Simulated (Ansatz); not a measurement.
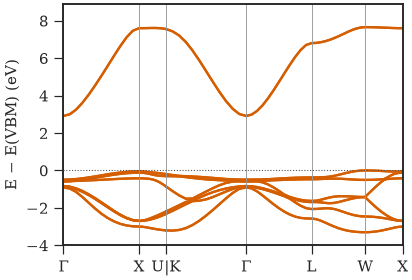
Figure. Band structure from the program Ansatz at the PBE with spin–orbit coupling level (PAW)

### Question
Read off the gap and where the band edges lie.

### Answer
About 2.9 eV (2.91 eV by a search for the band edges); maximum at W, minimum at Γ.

The material is CdF2 (fluorite, Fm-3m).

The cell was relaxed with PBE under the symmetry of its start.

Potentials: the later of the program's two PAW sets.
